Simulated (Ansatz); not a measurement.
**Fields on a plane of BeTe (zinc blende)**

```xyz
2
Lattice="0.0000 2.8285 2.8285 2.8285 0.0000 2.8285 2.8285 2.8285 0.0000" Properties=species:S:1:pos:R:3 pbc="T T T"
Te     4.2427     4.2427     4.2427
Be     0.0000     0.0000     0.0000
```

The slice is a {111} plane (indices of the conventional cell) through the point (0.000, 0.000, 0.000) (fractional), spanned by u = [100] and v = [-1 2 0] in vectors of this cell: u (4.00 Å) and v (6.93 Å, at 90° to u). It covers one period; positions are fractions (u, v).

Atoms on it: Be at (0.00, 0.00); Be at (0.50, 0.50). Other atoms lie within 1 Å of the plane.

These are r2SCAN (plane waves to 500 eV, PAW, scalar-relativistic; Ansatz, a quantum-chemistry and plane-wave program) values and carry that method's errors. k mesh 10×10×10. These are valence fields of a PAW run, semicore shells included where kept as valence: close to a nucleus they are smooth pseudo fields. BeTe was relaxed with its symmetry unable to fall. Spin-orbit coupling is left out, though Te is heavy.

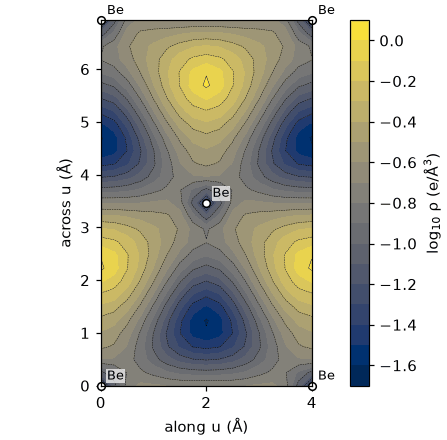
Figure: Log₁₀ of the valence density in e/Å³, one period of the plane, atoms marked. The scale is logarithmic, as a density can span decades between atoms and voids.

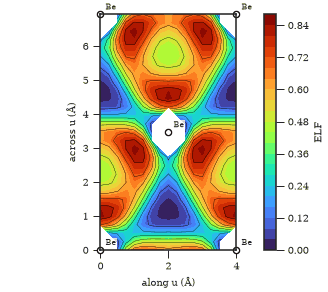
Figure: Electron localisation function (ELF), one period of the plane, atoms marked. Points within 0.5 Å of a nucleus are left white, as the pseudised field means little there.
